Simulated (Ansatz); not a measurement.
# CH5AsSi (SMILES C1[SiH2][AsH]1): HF/STO-3G

What is the electronic atomisation energy of CH5AsSi at HF/STO-3G? 

The calculation is run with Ansatz 0.2.0.

78 further runs of the same task are left out: 78 set aside as unsound or not needed.

### Step 1. The system as given

CH5AsSi has 8 atoms, charge 0, and is taken as a singlet. As SMILES, `C1[SiH2][AsH]1`. The shape is that of a PBE0-D4/def2-TZVP optimisation.

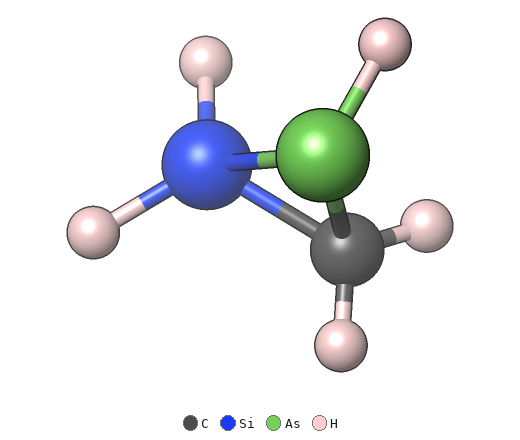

The structure, seen from a chosen angle (carbon dark grey, silicon blue, arsenic green, hydrogen pink).

### Step 2. A single-point energy at HF/STO-3G

File job.yaml:

```yaml
crystal:
  periodic: [false, false, false]
  atoms:
    - {symbol: C, position_ang: [-0.770300, 0.017900, -0.576000]}
    - {symbol: Si, position_ang: [0.707800, 0.663100, 0.315700]}
    - {symbol: As, position_ang: [-0.538100, -1.122700, 1.107200]}
    - {symbol: H, position_ang: [-0.667200, -0.524000, -1.509300]}
    - {symbol: H, position_ang: [-1.690700, 0.591800, -0.522300]}
    - {symbol: H, position_ang: [0.581300, 1.973900, 0.990500]}
    - {symbol: H, position_ang: [2.040800, 0.422300, -0.277100]}
    - {symbol: H, position_ang: [0.428400, -2.079400, 0.415600]}
basis:
  gaussian:
    orbitals: STO-3G
accuracy: high
hamiltonian:
  xc: hf
output: {orbitals: {seedname: orbitals}}
```

The run is started by

```bash
$ ansatz run job.yaml --threads 1 --pin off --max-ram 3480MiB --events-out events.jsonl --progress --plain --runs-dir runs
```

Log:

```text
Warning: RAYON_NUM_THREADS=1 ignored (pool sized by the plan → 1); use --threads N
Functional definition: HF
  name "HF"
  exchange = exact_x
  correlation = 0
647 factors; integrals over basis functions are off by at most 5.3e-9 eV
mean field evaluation 1: about -68984.6478 eV, gradient 1.3e1 eV
mean field evaluation 2: about -68984.7122 eV, gradient 1.3e1 eV
mean field evaluation 4: about -68985.5587 eV, gradient 9.7e-1 eV
mean field evaluation 8: about -68985.5637 eV, gradient 1.3e-2 eV
mean field -68985.56370015 eV, -2535.1727058860 hartree, gradient 4.7e-8 eV, S^2 0.000000; 0 other end points of the search recorded, 0 dependent functions left out
reference -68985.56370015 eV, -2535.1727058860 hartree; 29, 29 occupied and 8, 8 virtual orbitals, 647 factors
Total energy: -68985.56370015 eV, -2535.1727058860 hartree
```

Wall time 0.44 s (1 thread of Arm Neoverse V1, shared host).

### Step 3. The As atom at the same level

File run.yaml:

```yaml
crystal:
  periodic: [false, false, false]
  atoms:
    - {symbol: As, position_ang: [0.000000, 0.000000, 0.000000]}
basis:
  gaussian: {orbitals: STO-3G}
accuracy: high
hamiltonian: {xc: hf}
magnetization: {spin_polarized: true, initial_magnetization: 3}
```

Run the same way, it converges to -2209.26367 Eh (log not shown).

### Step 4. The C atom at the same level

File input.yaml:

```yaml
crystal:
  periodic: [false, false, false]
  atoms:
    - symbol: C
      position_ang: [0.000000, 0.000000, 0.000000]
basis:
  gaussian: {orbitals: STO-3G}
hamiltonian: {xc: hf}
magnetization: {spin_polarized: true, initial_magnetization: 2}
total_charge: 0
accuracy: high
```

The run is started by

```bash
$ ansatz run input.yaml --threads 1 --pin off --max-ram 3480MiB --events-out events.jsonl --progress --plain --runs-dir runs
```

Log:

```text
Warning: RAYON_NUM_THREADS=1 ignored (pool sized by the plan → 1); use --threads N
[... 4 set-up lines as earlier in the session ...]
15 factors; integrals over basis functions are off by at most 9.8e-10 eV
mean field evaluation 1: about -1012.2198 eV, gradient 0.0e0 eV
mean field evaluation 2: about -1012.2198 eV, gradient 0.0e0 eV
mean field -1012.21982732 eV, -37.1983925466 hartree, gradient 0.0e0 eV, S^2 2.000000; 2 other end points of the search recorded, 0 dependent functions left out
reference -1012.21982732 eV, -37.1983925466 hartree; 4, 2 occupied and 1, 3 virtual orbitals, 15 factors
Total energy: -1012.21982732 eV, -37.1983925466 hartree
```

Run time: 0.04 s. Hardware: 1 thread of Arm Neoverse V1, shared host.

### Step 5. The H atom

File run.yaml:

```yaml
crystal:
  periodic: [false, false, false]
  atoms:
    - {symbol: H, position_ang: [0.000000, 0.000000, 0.000000]}
basis:
  gaussian:
    orbitals: STO-3G
accuracy: high
hamiltonian:
  xc: hf
magnetization:
  spin_polarized: true
  initial_magnetization: 1
```

Run the same way, it converges to -0.46658 Eh (log not shown).

### Step 6. The Si atom, same level

File in.yaml:

```yaml
crystal:
  periodic: [false, false, false]
  atoms:
    - {symbol: Si, position_ang: [0.000000, 0.000000, 0.000000]}
basis:
  gaussian:
    orbitals: STO-3G
total_charge: 0
accuracy: high
magnetization:
  spin_polarized: true
  initial_magnetization: 2
hamiltonian:
  xc: hf
```

Run the same way, it converges to -285.46622 Eh (log not shown).

### Step 7. Summary of results

At HF/STO-3G:

```
                     quantity           value
       molecule: total energy  -2535.17271 Eh
        molecule: HOMO energy        -6.40 eV
        molecule: LUMO energy         8.08 eV
      molecule: HOMO–LUMO gap        14.48 eV
        As atom: total energy  -2209.26367 Eh
                As atom: ⟨S²⟩           3.750
         C atom: total energy    -37.19839 Eh
                 C atom: ⟨S²⟩           2.000
         H atom: total energy     -0.46658 Eh
                 H atom: ⟨S²⟩           0.750
        Si atom: total energy   -285.46622 Eh
                Si atom: ⟨S²⟩           2.000
electronic atomisation energy       24.804 eV
```

What this shows: Taking the molecule apart into free atoms costs 24.80 eV (572 kcal/mol), before zero-point energy and without spin-orbit coupling. Hartree–Fock lacks the correlation of the bonding pairs, which as a rule makes this value much too low; in minimal bases other errors can mask that. In a minimal basis such a difference can be off by several eV, whatever the method.
